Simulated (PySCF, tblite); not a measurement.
# Si₁₅Ge₁₅H₃₆: electronic excitations, NMR shifts, part 2 of 2

tblite 0.8.0 and PySCF 2.14.0. Atoms count from 0.

## 4. NMR shifts: GIAO KT3/pcSseg-1

Job settings and geometry (Å):

```
{"job": {"kind": "nmr", "xc": "KT3", "basis": "pcSseg-1", "pop": false}, "charge": 0, "multiplicity": 1}
Ge    -3.482520    -1.906709     1.724926
Ge    -0.798270    -4.512090     1.690965
Ge    -3.434708    -4.475853    -0.968788
Ge    -0.708888    -1.777935    -1.033280
Si    -2.100272    -3.143563    -2.400667
Si    -2.119807    -5.939930     0.340140
Si    -4.919000    -3.183461     0.338114
Ge    -0.712437    -1.779838     4.457952
Si    -2.106899    -3.199277     3.183930
Ge    -0.590717     0.929082     1.690897
Ge    -3.357222     1.021642    -1.030832
Ge    -0.657495     3.802018    -1.169751
Si    -2.121470     2.429598    -2.462036
Si    -2.126656    -0.414812     0.407554
Ge    -0.629176     1.118650    -3.765836
Ge     2.020154    -1.664823     1.693779
Si     0.668479    -3.136957     0.398875
Si     0.711618     5.242191    -2.453689
Ge     2.124470     3.701837     1.765428
Ge     4.776029     1.068777     1.767765
Ge     2.102307     1.031080    -1.037285
Si     3.437294     2.428831    -2.423188
Si     3.485057    -0.330738     0.366530
Si     0.653169    -0.343740    -2.383002
Si     0.678496     2.470847     0.326894
Ge     2.007466     3.759637    -3.753036
Si     0.698105     2.441187    -5.209455
Ge     2.181553     1.117725     4.463357
Si     3.590166     2.522276     3.187542
Si     0.743909    -0.341216     3.250716
H     -4.338927    -0.985744     2.604313
H      0.101495    -5.387544     2.571924
H     -4.308784    -5.367061    -1.858719
H     -2.935216    -2.299456    -3.266936
H     -1.297099    -3.990217    -3.294547
H     -2.947200    -6.839570     1.155800
H     -1.275452    -6.802163    -0.496606
H     -5.830602    -4.019044     1.131360
H     -5.753552    -2.300181    -0.484379
H     -1.541135    -0.956796     5.430443
H      0.093521    -2.600877     5.451851
H     -2.936941    -4.056428     4.049843
H     -1.504641     1.822676     2.545719
H     -4.321294     0.178266    -1.857953
H     -4.368298     1.828515    -0.232795
H     -1.534556     4.652042    -0.236864
H     -2.980912     3.273606    -3.311409
H     -1.510869     0.200487    -4.626247
H      2.906308    -2.584118     2.549480
H      1.513845    -4.005466    -0.444955
H     -0.097601     6.142898    -3.284279
H      1.537848     6.080952    -1.578916
H      2.924411     4.674837     0.905920
H      1.307791     4.709460     2.560393
H      5.753311     1.871301     0.923748
H      5.770085     0.254457     2.580535
H      4.301331     3.265912    -1.577486
H      4.334547     1.620773    -3.260550
H      4.366224    -1.188107    -0.447000
H      1.503163    -1.174672    -3.263232
H      2.907041     4.629363    -4.639484
H     -0.122075     3.268708    -6.104473
H      1.537378     1.600015    -6.071705
H      2.980857     0.286060     5.455967
H      1.330762     1.916066     5.440701
H      4.439573     3.377664     4.026946
```

With the program's defaults for keys left out, this is: GIAO KT3/pcSseg-1 NMR shielding, non-relativistic, gas phase.

Output:

```text
start: PBE on a coarse grid of 271320 points
cycle   1  E = -35508.6158150316  dE = -6.678e+00  |g| = 3.891e+00  |ddm| = 1.029e+01
cycle   2  E = -35507.8748273235  dE =  7.410e-01  |g| = 4.581e+00  |ddm| = 4.683e+00
cycle   3  E = -35509.3702830338  dE = -1.495e+00  |g| = 6.066e-01  |ddm| = 3.625e+00
cycle   4  E = -35509.3860784804  dE = -1.580e-02  |g| = 4.892e-01  |ddm| = 1.898e+00
cycle   5  E = -35509.4664536577  dE = -8.038e-02  |g| = 1.187e-01  |ddm| = 1.027e+00
cycle   6  E = -35509.4704983391  dE = -4.045e-03  |g| = 4.463e-02  |ddm| = 2.610e-01
cycle   7  E = -35509.4711559122  dE = -6.576e-04  |g| = 9.893e-03  |ddm| = 8.885e-02
final grid: 512453 points
cycle   8  E = -35671.1894997596  dE = -5.568e-02  |g| = 1.904e+00  |ddm| = 2.094e+00
cycle   9  E = -35671.0160426492  dE =  1.735e-01  |g| = 2.387e+00  |ddm| = 2.543e+00
cycle  10  E = -35671.4035335948  dE = -3.875e-01  |g| = 2.241e-01  |ddm| = 1.588e+00
cycle  11  E = -35671.4071464832  dE = -3.613e-03  |g| = 1.541e-01  |ddm| = 6.205e-01
cycle  12  E = -35671.4155381941  dE = -8.392e-03  |g| = 2.543e-02  |ddm| = 3.212e-01
cycle  13  E = -35671.4157182625  dE = -1.801e-04  |g| = 1.084e-02  |ddm| = 5.972e-02
cycle  14  E = -35671.4157423629  dE = -2.410e-05  |g| = 3.114e-03  |ddm| = 2.251e-02
cycle  15  E = -35671.4157565154  dE = -1.415e-05  |g| = 9.187e-04  |ddm| = 6.582e-03
cycle  16  E = -35671.4157642777  dE = -7.762e-06  |g| = 3.018e-04  |ddm| = 2.007e-03
cycle  17  E = -35671.4157587867  dE =  5.491e-06  |g| = 1.767e-04  |ddm| = 7.826e-04
cycle  18  E = -35671.4157708329  dE = -1.205e-05  |g| = 4.639e-05  |ddm| = 3.610e-04
cycle  19  E = -35671.4157632947  dE =  7.538e-06  |g| = 3.882e-05  |ddm| = 1.559e-04
converged SCF energy = -35671.4157632947

GIAO shielding tensors (ppm)
atom      isotropic    diamagn.    paramagn.     s11        s22        s33       span
  0 Ge    1629.795    2766.465   -1136.670   1591.596   1627.133   1670.656     79.060
  1 Ge    1652.835    2765.611   -1112.776   1637.649   1644.305   1676.551     38.902
  2 Ge    1695.563    2764.355   -1068.793   1666.524   1703.698   1716.467     49.943
  3 Ge    1636.837    2768.091   -1131.254   1617.877   1622.600   1670.035     52.159
  4 Si     446.067     885.105    -439.038    424.316    439.166    474.718     50.401
  5 Si     448.659     884.759    -436.100    425.903    449.559    470.515     44.612
  6 Si     451.403     885.111    -433.708    429.262    451.347    473.601     44.339
  7 Ge    1620.389    2761.674   -1141.285   1582.117   1588.938   1690.112    107.996
  8 Si     442.788     884.976    -442.188    433.927    443.011    451.427     17.500
  9 Ge    1580.768    2763.873   -1183.105   1492.194   1620.684   1629.427    137.233
 10 Ge    1632.887    2763.523   -1130.635   1590.686   1608.637   1699.340    108.654
 11 Ge    1627.460    2766.208   -1138.748   1583.464   1629.518   1669.398     85.935
 12 Si     443.603     885.255    -441.653    435.624    442.360    452.824     17.200
 13 Si     421.197     881.836    -460.639    397.978    423.133    442.481     44.503
 14 Ge    1664.269    2766.554   -1102.285   1643.095   1673.561   1676.151     33.055
 15 Ge    1626.780    2764.284   -1137.503   1586.116   1641.826   1652.398     66.282
 16 Si     428.936     883.554    -454.618    406.488    439.022    441.298     34.811
 17 Si     452.347     885.382    -433.035    431.060    452.885    473.097     42.037
 18 Ge    1638.296    2762.842   -1124.546   1581.507   1629.544   1703.837    122.330
 19 Ge    1651.732    2762.097   -1110.365   1616.207   1632.244   1706.745     90.539
 20 Ge    1639.593    2767.955   -1128.363   1604.652   1643.956   1670.171     65.519
 21 Si     445.984     885.247    -439.264    424.462    437.912    475.578     51.116
 22 Si     434.200     883.408    -449.209    423.037    434.844    444.718     21.681
 23 Si     428.253     883.229    -454.976    405.696    435.440    443.623     37.927
 24 Si     417.577     881.354    -463.777    392.848    422.708    437.175     44.327
 25 Ge    1700.296    2764.280   -1063.984   1674.799   1703.149   1722.942     48.143
 26 Si     449.424     884.865    -435.441    426.557    451.010    470.705     44.148
 27 Ge    1624.562    2762.066   -1137.504   1577.135   1602.792   1693.758    116.623
 28 Si     456.876     887.099    -430.223    444.822    451.640    474.166     29.344
 29 Si     432.273     882.392    -450.119    401.676    440.119    455.023     53.347
 30 H       27.414      32.900      -5.486     20.944     22.329     38.969     18.025
 31 H       27.509      31.542      -4.033     19.778     22.563     40.185     20.407
 32 H       27.764      28.465      -0.701     20.110     20.629     42.553     22.443
 33 H       27.333      31.004      -3.671     22.047     27.621     32.331     10.284
 34 H       27.703      30.315      -2.612     22.537     26.100     34.471     11.933
 35 H       27.709      29.465      -1.755     23.191     24.156     35.781     12.591
 36 H       27.667      28.809      -1.142     23.749     24.327     34.926     11.177
 37 H       27.757      30.169      -2.412     23.208     24.046     36.015     12.807
 38 H       27.550      29.664      -2.114     22.758     26.351     33.542     10.784
 39 H       27.781      31.148      -3.368     21.121     22.571     39.650     18.529
 40 H       27.807      30.937      -3.130     20.534     22.597     40.290     19.756
 41 H       27.431      31.994      -4.562     22.164     24.506     35.624     13.459
 42 H       26.952      34.591      -7.640     22.014     22.533     36.309     14.295
 43 H       27.640      33.414      -5.774     20.279     23.993     38.646     18.367
 44 H       27.825      32.542      -4.718     20.842     22.808     39.824     18.982
 45 H       27.332      32.858      -5.526     20.939     22.196     38.861     17.922
 46 H       27.420      32.316      -4.896     22.153     24.596     35.512     13.359
 47 H       27.437      32.813      -5.377     19.049     23.941     39.320     20.271
 48 H       27.260      33.129      -5.869     19.944     22.893     38.944     19.000
 49 H       27.076      31.370      -4.294     22.931     25.480     32.817      9.886
 50 H       27.777      29.993      -2.216     23.325     24.056     35.950     12.625
 51 H       27.553      30.054      -2.502     22.717     26.138     33.803     11.086
 52 H       27.709      33.042      -5.332     20.058     24.248     38.822     18.764
 53 H       27.897      31.941      -4.043     21.038     22.770     39.885     18.846
 54 H       27.838      31.067      -3.229     20.231     23.408     39.874     19.643
 55 H       27.983      30.569      -2.587     21.028     21.716     41.203     20.175
 56 H       27.364      31.181      -3.816     22.124     27.305     32.665     10.541
 57 H       27.725      29.866      -2.141     22.774     25.746     34.656     11.882
 58 H       27.263      30.504      -3.241     23.614     24.496     33.678     10.065
 59 H       27.130      31.665      -4.535     23.295     25.711     32.383      9.088
 60 H       27.798      28.169      -0.370     20.146     20.555     42.693     22.547
 61 H       27.722      29.595      -1.874     23.148     24.316     35.701     12.553
 62 H       27.705      29.183      -1.478     23.582     24.574     34.958     11.376
 63 H       27.877      31.002      -3.126     20.627     22.619     40.383     19.756
 64 H       27.819      31.177      -3.358     21.150     22.609     39.698     18.548
 65 H       27.620      32.049      -4.430     22.591     23.247     37.022     14.431
```

It took 2.2 min on 8 threads of Arm Neoverse N1, shared host; peak memory 5.5 GiB.

The references, computed at this level on geometries of the same kind, shield at (ppm): 1H TMS 31.76, 29Si TMS 361.7. Their shielding less the atom's gives the shift. The references are single molecules in the gas phase.

```tsv
atoms	environment	σ (ppm)	δ (ppm)
H42	hydrogen on a germanium bonded to 3 Si	26.95	4.81
H49	hydrogen on a silicon bonded to 3 Ge	27.08	4.68
H59	hydrogen on a silicon bonded to 3 Ge	27.13	4.63
H48	hydrogen on a germanium bonded to 3 Si	27.26	4.50
H58	hydrogen on a silicon bonded to 3 Ge	27.26	4.50
H45	hydrogen on a germanium bonded to 3 Si	27.33	4.43
H33	hydrogen on a silicon bonded to 2 Ge	27.33	4.43
H56	hydrogen on a silicon bonded to 2 Ge	27.36	4.40
H30	hydrogen on a germanium bonded to 3 Si	27.41	4.35
H46	hydrogen on a silicon bonded to 3 Ge	27.42	4.34
H41	hydrogen on a silicon bonded to 3 Ge	27.43	4.33
H47	hydrogen on a germanium bonded to 3 Si	27.44	4.32
H31	hydrogen on a germanium bonded to 3 Si	27.51	4.25
H38	hydrogen on a silicon bonded to 2 Ge	27.55	4.21
H51	hydrogen on a silicon bonded to 2 Ge	27.55	4.21
H65	hydrogen on a silicon bonded to 3 Ge	27.62	4.14
H43	hydrogen on a germanium bonded to 2 Si	27.64	4.12
H36	hydrogen on a silicon bonded to 2 Ge	27.67	4.09
H34	hydrogen on a silicon bonded to 2 Ge	27.70	4.06
H62	hydrogen on a silicon bonded to 2 Ge	27.70	4.06
H52	hydrogen on a germanium bonded to 2 Si	27.71	4.05
H35	hydrogen on a silicon bonded to 2 Ge	27.71	4.05
H61	hydrogen on a silicon bonded to 2 Ge	27.72	4.04
H57	hydrogen on a silicon bonded to 2 Ge	27.73	4.03
H37	hydrogen on a silicon bonded to 2 Ge	27.76	4.00
H32	hydrogen on a germanium bonded to 3 Si	27.76	4.00
H50	hydrogen on a silicon bonded to 2 Ge	27.78	3.98
H39	hydrogen on a germanium bonded to 2 Si	27.78	3.98
H60	hydrogen on a germanium bonded to 3 Si	27.80	3.96
H40	hydrogen on a germanium bonded to 2 Si	27.81	3.95
H64	hydrogen on a germanium bonded to 2 Si	27.82	3.94
H44	hydrogen on a germanium bonded to 2 Si	27.82	3.94
H54	hydrogen on a germanium bonded to 2 Si	27.84	3.92
H63	hydrogen on a germanium bonded to 2 Si	27.88	3.88
H53	hydrogen on a germanium bonded to 2 Si	27.90	3.86
H55	hydrogen on a germanium bonded to 2 Si	27.98	3.78
Ge9	germanium bonded to 3 Si, H	1581	–
Ge7	germanium bonded to 2 Si, 2 H	1620	–
Ge27	germanium bonded to 2 Si, 2 H	1625	–
Ge15	germanium bonded to 3 Si, H	1627	–
```

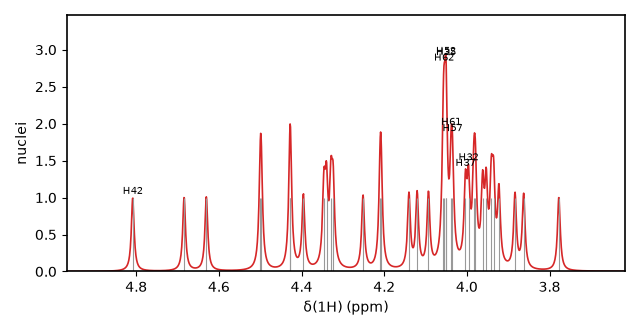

1H lines at the computed shifts, without couplings. Lines are broadened to a width of 0.01 ppm (Lorentzian).

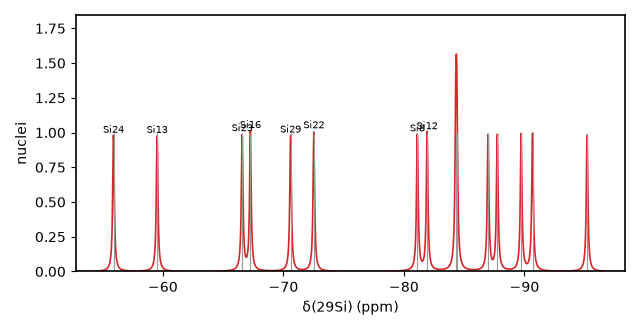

29Si lines at the computed shifts, without couplings. Lines are broadened to a width of 0.16 ppm (Lorentzian).

Ring of atoms Ge0, Ge1, Ge2, Si5, Si6, Si8: NICS(0) -1.0, NICS(1) -1.0, NICS(1)zz 2.7 ppm (means of both faces).

Ring of atoms Ge0, Ge1, Ge3, Si8, Si13, Si16: NICS(0) -1.1, NICS(1) -0.6, NICS(1)zz 0.3 ppm (means of both faces).

Ring of atoms Ge0, Ge2, Ge3, Si4, Si6, Si13: NICS(0) -1.4, NICS(1) -1.0, NICS(1)zz 3.7 ppm (means of both faces).

## 5. Summary of results

The summary covers parts 1 to 2.

| quantity | value |
| --- | --- |
| lowest singlet (PBE/def2-SVP) | 3.52 eV (352 nm), f = 0.003 |
| brightest single state of those computed | state 4, 3.70 eV, f = 0.006 |
| lowest triplet | 3.44 eV |
| 1H shifts against TMS (KT3/pcSseg-1) | 4.81, 4.68, 4.63, 4.50, 4.50, 4.43, 4.43, 4.40, 4.35, 4.34, 4.33, 4.32, 4.25, 4.21 ppm and more |
| 29Si shifts against TMS (KT3/pcSseg-1) | -55.9, -59.5, -66.6, -67.3, -70.6, -72.5, -81.1, -81.9, -84.3, -84.4, -87.0, -87.8, -89.7, -90.7 ppm and more |
| shieldings of Ge (KT3/pcSseg-1) | Ge9 1580.8, Ge7 1620.4, Ge27 1624.6, Ge15 1626.8, Ge11 1627.5, Ge0 1629.8, Ge10 1632.9, Ge3 1636.8 ppm and more |

**Reading.** The first singlet state (HOMO→LUMO 0.98) lies at 3.52 eV and is weak; of the 6 states computed, the strongest absorption comes from states 4 to 5 together at 3.70 eV. The lowest triplet lies 0.09 eV below the lowest singlet (triplets in Tamm-Dancoff, singlets in full TDDFT). At KT3/pcSseg-1: The largest span, 137 ppm, is at Ge9, where the paramagnetic term is -1183 ppm.
